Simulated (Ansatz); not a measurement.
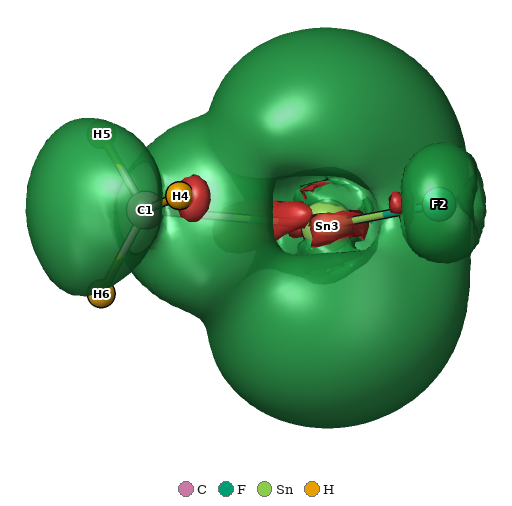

Figure. CH3FSn (triplet). Isosurfaces of the spin density at +0.015 (green) and −0.015 e/Å³ (red), seen from one side.

Geometry: B3LYP-D3(BJ)/def2-SVP; core potentials replace the inner electrons of Sn.

These are results of isolated molecule in a Gaussian basis; Kohn-Sham density functional theory, functional PBE0 in Ansatz 0.2.0, not measurements.

```yaml
atoms:
  - { symbol: C, position_ang: [-1.1452, -0.3842, -1.8059] }
  - { symbol: F, position_ang: [1.7211, 0.5861, -0.2880] }
  - { symbol: Sn, position_ang: [1.0998, -0.9363, -1.3867] }
  - { symbol: H, position_ang: [-1.1539, 0.5621, -1.2508] }
  - { symbol: H, position_ang: [-1.2387, -0.2807, -2.8909] }
  - { symbol: H, position_ang: [-1.7459, -1.1828, -1.3610] }
```

> Describe the spin distribution.

The unpaired spin (2 electrons) lies mostly on Sn3 (about 1.4), C1 (about 0.4) and F2 (about 0.1), in electrons by Hirshfeld's partition.
